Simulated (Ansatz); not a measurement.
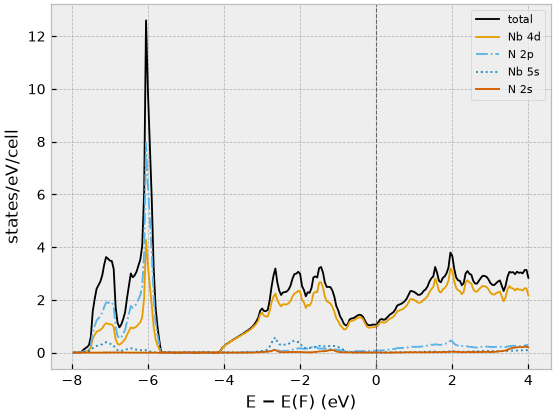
Figure: Total and projected density of states of Nb₂N (anti-CdI2 type, space group No. 164), DFT-PBEsol in the program Ansatz with PAW potentials

Q: Which orbitals carry the states next to the Fermi level?

A: Within 0.5 eV of the Fermi level: Nb 4d 91 %, N 2p 7 %. Projections are on Löwdin-orthogonalised atomic valence shells; empty p or d shells of many metals are not among them.

Q: Where is the tallest occupied peak in this window, and what makes it?

A: Near -6.0 eV, about 13 states/eV per cell; the largest projected share is N 2p.

Space group P-3m1 (anti-CdI2 type). The first step of the workflow began from a Materials Project structure, measured or hypothetical; the Crystallography Open Database copy checked does not list it. Its standing as an ambient phase is unchecked. Symmetry was held in the PBEsol relaxation; whether a distortion lowers the energy is not shown. No spin polarisation was allowed. With an odd number of electrons in the cell and no spin polarisation, the count alone makes it a metal. Spin–orbit coupling is left out wherever it is not named.

Potentials: the later of the program's two PAW sets.
